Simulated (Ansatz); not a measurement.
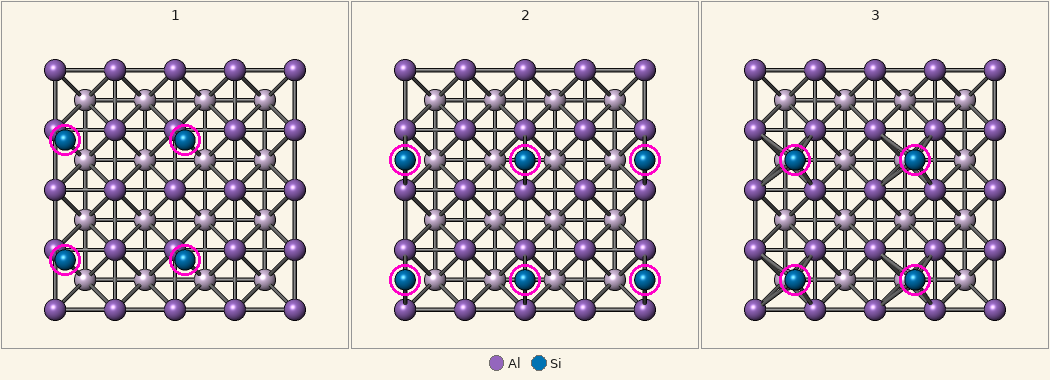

Si on an Al(100) slab cut from the Fm-3m phase, its upper half relaxed before the scan (12 atoms of substrate and one adsorbate in a 2 × 2 cell). Si is moved over the surface cell; relaxed at each place: the height of the adsorbate's atoms; substrate rigid; the origin of the map has the adsorbate above Al9. Places are given modulo a cell vector. The map is drawn in real space over the plane of the surface. Grid: 6 × 6 points; 10 points were computed and 26 follow by symmetry. Places are given in fractions of the 1 × 1 surface cell. Energies are in eV, from the lowest grid point. Computed with Ansatz 0.2.0, DFT PBE, scalar-relativistic, plane waves, PAW. Settings: cutoff 420 eV, k-mesh 5×5×1, gaussian smearing 0.1 eV, no spin polarisation.

The numbered pictures are structures from this grid. Rings mark the moved atoms.

Rank them by energy, lowest first.

3, at (4/6, 3/6) of the cell vectors [nearest 2 Al at 2.47 Å]: 0.30 eV; 2, at a bridge site between two Al atoms, (0/6, 3/6) of the cell vectors: 0.84 eV; 1, at (1/6, 5/6) of the cell vectors [nearest 1 Al at 2.33 Å]: 1.34 eV.

The map, with the structures marked:

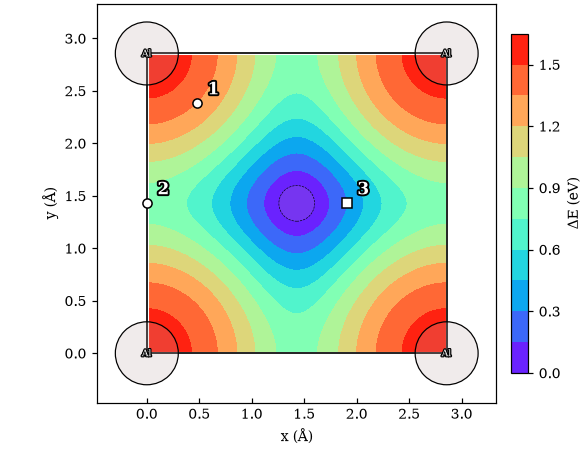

In the figure: filled contours, labelled circles for the atoms of the top layer and small ones for the second layer, the outline of one cell of the plane. Between grid points the surface is interpolated.
